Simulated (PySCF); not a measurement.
CH₆SSi, SMILES [SiH2](S)C at its PBE0/def2-SVP optimised geometry (Å):

```
9

C      1.7085    -0.5176     0.0000
Si    -0.1637    -0.5176     0.0000
S     -0.7738     1.5503     0.0000
H      2.0991    -0.0097     0.8948
H      2.0904    -1.5503    -0.0049
H      2.0991    -0.0018    -0.8903
H     -0.6982    -1.2200     1.2077
H     -0.6966    -1.2225    -1.2070
H     -2.0991     1.2878     0.0176
```

Calculation: PBE0/def2-TZVP in PySCF.

Map of the HOMO amplitude (bohr^(-3/2)) on the plane z = 1.5 Å; orbital energy -7.31 eV, overall sign arbitrary:

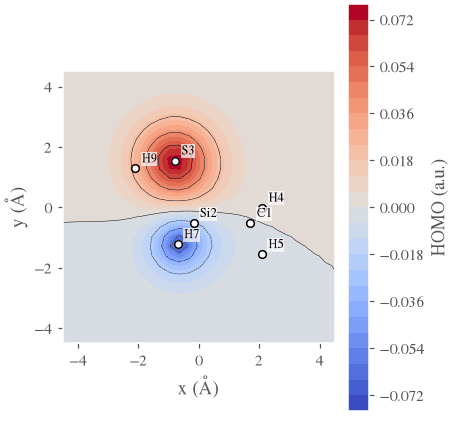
Fig. 1. HOMO amplitude (bohr^(-3/2)) on the plane z = 1.5 Å.
